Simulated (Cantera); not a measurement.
Input: 1 mol Al2O3, 0.033 mol HCl, 0.93 mol O2, at 750 Torr.

Cantera equilibrium calculation (NASA polynomials, part measured and part estimated; ideal gas, pure solids and liquids). Candidate condensed phases: Al, AlCl3, Al2O3, H2O; 29 gas species. Condensed phases not in the tables: AlOCl. Equilibrium is a limit: real reactors are often held back by kinetics, nucleation or transport.

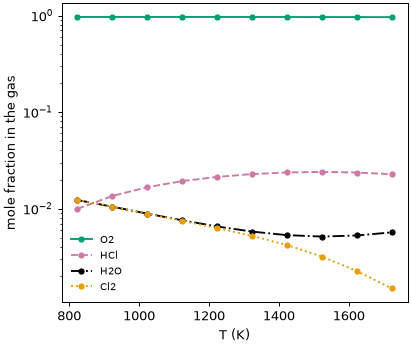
Fig. 1. Equilibrium gas composition (values under 1e-9 drawn at 1e-9)

Read off the mole fractions at 1623 K.

O2 about 0.96, HCl about 0.024, H2O about 0.0053, Cl2 about 0.0023.
